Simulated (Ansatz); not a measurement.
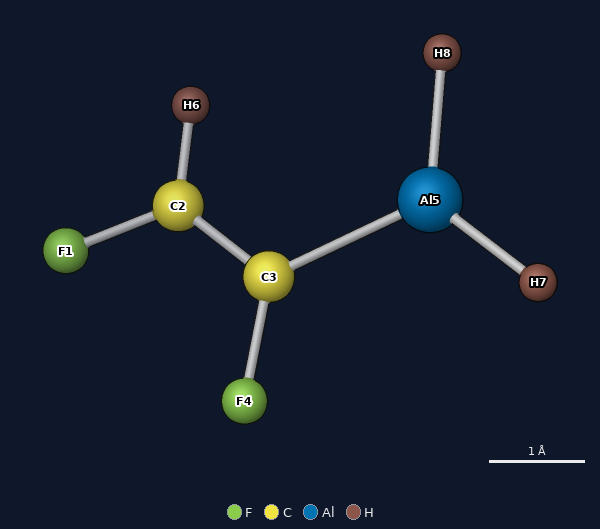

The input geometry of run A (ball-and-stick view, seen at a tilt; atoms are numbered from 1 in the order of the input). Sticks mark near contacts. Bond lengths as drawn: Al–C 1.95 Å, Al–H 1.58 Å, C–C 1.33 Å, C–F 1.33 to 1.35 Å and C–H 1.08 Å.

# What a change does: single-point calculation on C₂H₃AlF₂

System: C₂H₃AlF₂.
Method of run A: RKS SPW92 (LDA)/def2-TZVPP (Ansatz 0.2.0).

The geometry comes from this level: PBE0-D4/def2-TZVP. Text and figures count atoms from 1; the logs count them from 0 in places.

Input, run A:
```yaml
crystal:
  periodic: [false, false, false]
  atoms:
    - {symbol: F, position_ang: [1.088623, 0.513941, 2.296348]}
    - {symbol: C, position_ang: [0.446879, 0.568044, 1.135446]}
    - {symbol: C, position_ang: [0.323448, -0.469055, 0.305105]}
    - {symbol: F, position_ang: [0.885228, -1.642457, 0.668886]}
    - {symbol: Al, position_ang: [-0.643590, -0.264870, -1.373574]}
    - {symbol: H, position_ang: [0.024082, 1.541190, 0.913948]}
    - {symbol: H, position_ang: [-0.796848, -1.483715, -2.365776]}
    - {symbol: H, position_ang: [-1.235620, 1.179722, -1.636182]}
basis:
  gaussian: {orbitals: def2-TZVPP}
hamiltonian: {xc: lda}
output: {orbitals: {seedname: orbitals}}
```

Hardware: 4 CPU threads, shared host.

Output (run A):
```
Functional definition: SPW92
  exchange = slater_x
  correlation = pw_c
1118 factors; their error is unknown
mean field evaluation 1: about -14066.4562 eV, gradient 5.1e1 eV
mean field evaluation 2: about -14045.9441 eV, gradient 9.1e1 eV
mean field evaluation 4: about -14072.1041 eV, gradient 1.5e1 eV
mean field evaluation 8: about -14072.6285 eV, gradient 8.4e-2 eV
mean field evaluation 16: about -14072.6103 eV, gradient 9.5e-5 eV
mean field -14072.61026900 eV, -517.1588886279 hartree, gradient 3.2e-5 eV, S^2 0.000000; 0 other end points of the search recorded, 0 dependent functions left out
reference -14072.61030738 eV, -517.1588900384 hartree; 23, 23 occupied and 185, 185 virtual orbitals, 1118 factors
Total energy: -14072.61030738 eV, -517.1588900384 hartree
```

For run B the input was changed thus:
```diff
-hamiltonian: {xc: lda}
+correlation: {method: ccsd_t}
```

What does this change do to the results?

The total energies belong to different methods, so their difference says nothing on which is more stable or more accurate. The HOMO goes from −6.65 to −10.45 eV. The LUMO goes from −2.91 to 0.83 eV.

Output (run B):
```
Functional definition: HF
  exchange = exact_x
  correlation = 0
1298 factors; integrals over basis functions are off by at most 1.3e-3 eV
mean field evaluation 1: about -14102.5354 eV, gradient 2.9e1 eV
mean field evaluation 2: about -14102.7606 eV, gradient 2.9e1 eV
mean field evaluation 4: about -14104.9367 eV, gradient 4.3e0 eV
mean field evaluation 8: about -14104.9887 eV, gradient 2.2e-1 eV
mean field evaluation 16: about -14102.5356 eV, gradient 2.9e1 eV
mean field -14104.98888112 eV, -518.3487806763 hartree, gradient 1.9e-6 eV, S^2 0.000000; 0 other end points of the search recorded, 0 dependent functions left out
9 core orbitals not correlated: weight in the atoms' cores, before any rotation towards them, 1.000 or more for the frozen orbitals, at most 0.000 for the correlated occupied ones
reference -14104.98888112 eV, -518.3487806763 hartree; 14, 14 occupied and 185, 185 virtual orbitals, 1298 factors
second order -24.02302532 eV of doubles, -0.00000000 eV of singles
cycle   1  -24.04230880 eV  change   -1.9e-2 eV  update   1.1e-1
cycle   2  -24.62367344 eV  change   -5.8e-1 eV  update   3.6e-2
cycle   3  -24.78145481 eV  change   -1.6e-1 eV  update   1.9e-2
cycle   4  -24.76624948 eV  change    1.5e-2 eV  update   4.3e-3
cycle   5  -24.76357286 eV  change    2.7e-3 eV  update   1.9e-3
cycle   6  -24.76506450 eV  change   -1.5e-3 eV  update   5.7e-4
cycle   7  -24.76504965 eV  change    1.5e-5 eV  update   2.2e-4
cycle   8  -24.76486385 eV  change    1.9e-4 eV  update   9.5e-5
cycle   9  -24.76486341 eV  change    4.4e-7 eV  update   3.6e-5
cycle  10  -24.76490407 eV  change   -4.1e-5 eV  update   1.4e-5
cycle  11  -24.76488046 eV  change    2.4e-5 eV  update   6.0e-6
perturbative correction -0.90405561 eV, -0.0332234309 hartree
Total energy: -14130.65781719 eV, -519.2920966779 hartree
```

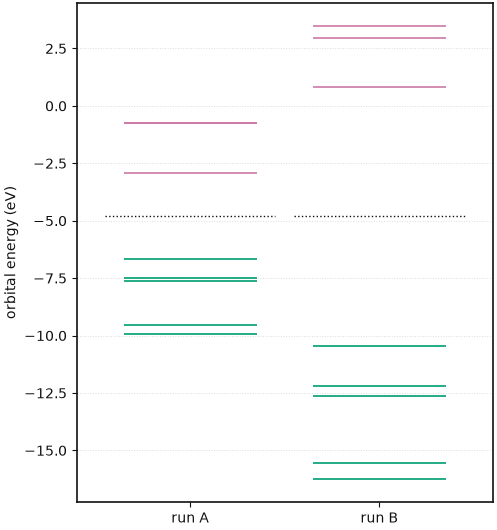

The five highest filled and three lowest empty orbital energies of the two runs; the dotted lines part filled from empty levels. The HOMO–LUMO gap is 3.74 eV in run A and 11.29 eV in run B.

The two runs side by side:

| quantity | run A | run B |
| --- | --- | --- |
| outcome | converged | converged |
| total energy (hartree) | −517.158890 | −519.292097 |
| HOMO (eV) | −6.65 | −10.45 |
| LUMO (eV) | −2.91 | 0.83 |
| basis functions | 208 | 208 |
| wall time (shared host) | 1.2 s | 99 s |
